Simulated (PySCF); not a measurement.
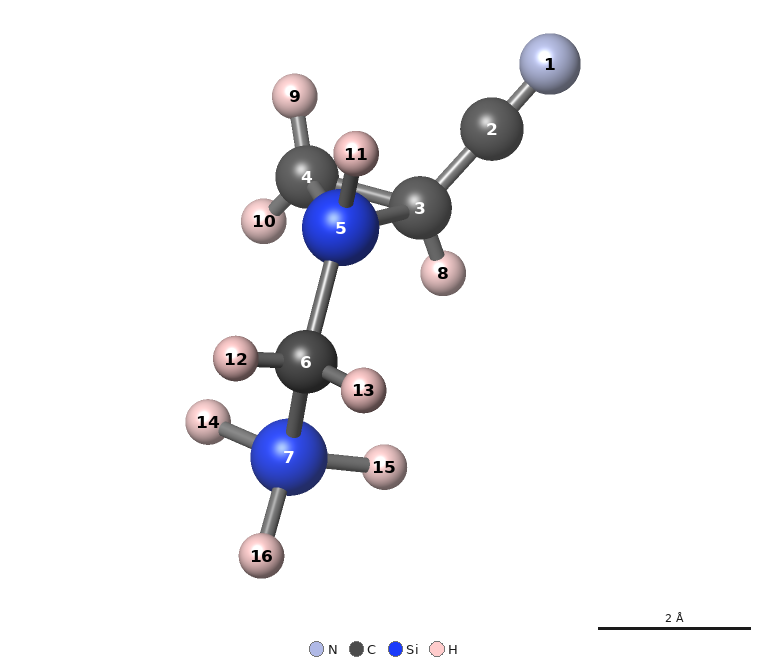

The atoms are numbered. Computed geometry: GFN2-xTB optimisation. No frequency run is at hand to confirm it as a minimum.

How are the neighbours of atom 7 arranged?

Answer. Si7 has 4 neighbours (C6 at 1.91, H14 at 1.46, H15 at 1.46, H16 at 1.46 Å); the arrangement is tetrahedral.

What is the geometry at C2?

Answer. C2 has 2 neighbours (N1 at 1.15, C3 at 1.40 Å); the arrangement is linear.

How are the neighbours of atom 6 arranged?

Answer. C6 has 4 neighbours (Si5 at 1.89, Si7 at 1.91, H12 at 1.09, H13 at 1.09 Å); the arrangement is tetrahedral.

What is the dihedral angle C3–Si5–C6–Si7?

Answer. 31° in size, that is gauche.
